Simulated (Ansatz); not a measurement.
## Electronic structure of BrH₄NSi···HF in real space

```xyz
9

Si   -0.8643    0.6046   -0.0039
F     1.6379   -1.4562   -1.1214
H    -1.6609   -0.1317   -1.0036
H    -1.5988    1.6995    0.6615
N    -0.2422   -0.4565    1.1591
H     1.5999   -0.5441   -1.3165
Br    0.7296    1.6495   -1.2480
H     0.2719   -1.2688    0.8480
H     0.1269   -0.0964    2.0248
```

The product side of a reaction path; geometry: PBE0-D4/def2-TZVP.

Computed with RKS PBE0-D4/def2-TZVPP (Ansatz).

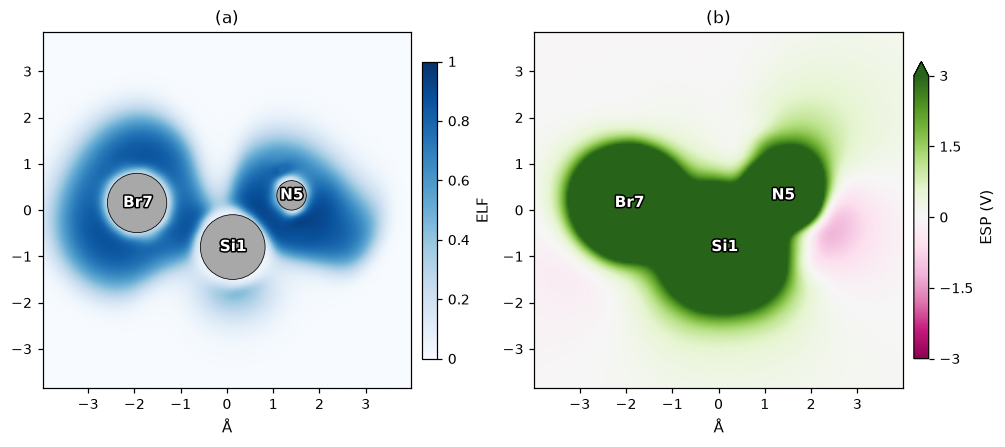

Figure 1. (a) ELF; (b) molecular electrostatic potential on the plane of atoms N5, Si1 and Br7. Grey discs cover the atomic cores in the ELF map.

What do the fields say about this system?

The section cuts through Si, N and Br sites. Si–N (1.69 Å): the ELF peaks at about 0.90 between the atoms (a polar covalent bond). Si–Br (2.28 Å): the ELF peaks at about 0.85 between the atoms; a shared but strongly polarised pair. The ELF also peaks beside Br7 and N5, away from the bonds: lone-pair regions. Outside the dense part of the complex the potential is most negative (−1.2 V) near N5.

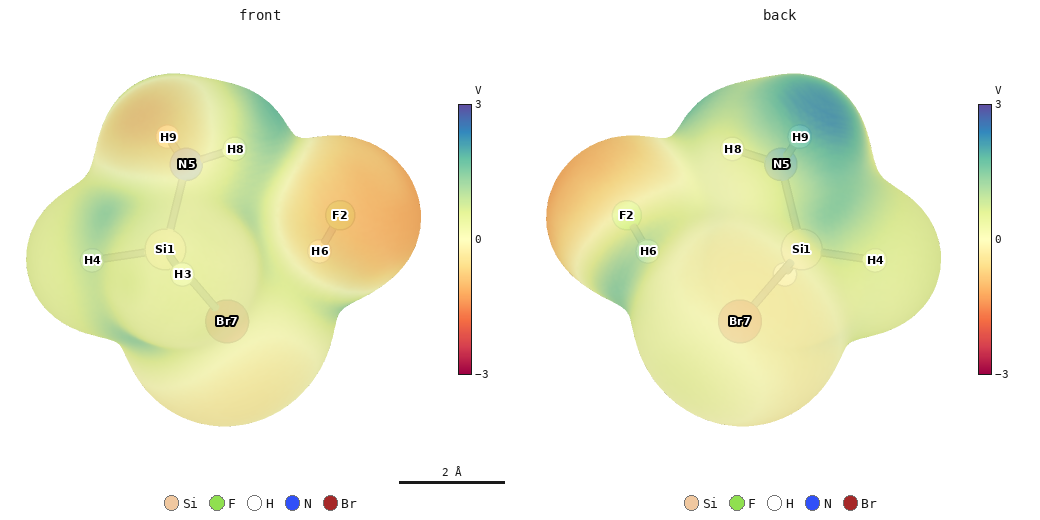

Figure 2. The molecular electrostatic potential painted on the density surface at 0.002 e/bohr³, seen from the front and from behind; the colour scale runs from red (negative) to blue (positive).

Where is the surface potential most negative and most positive?

The most negative region (about −1.1 V, or −25 kcal/mol for a unit charge) lies over F2, the most positive (about +2.2 V, or +51 kcal/mol for a unit charge) over H9.

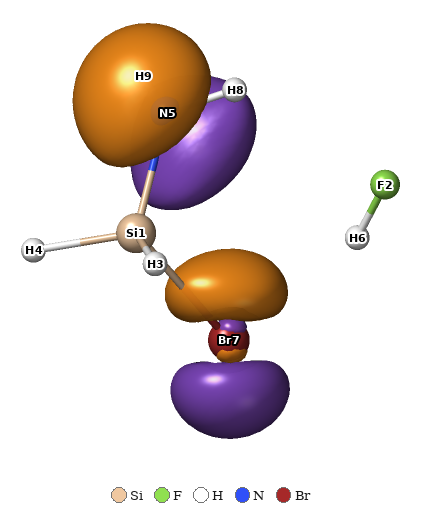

Figure 3. The HOMO at ±0.15 Å⁻³ᐟ² (orange and purple are the two phases), seen across its widest extent.

Describe this orbital and give its energy.

Its weight (Hirshfeld) is mainly on N5 (about 55 %), Br7 (about 25 %) and Si1 (about 10 %). Its energy is −8.17 eV.
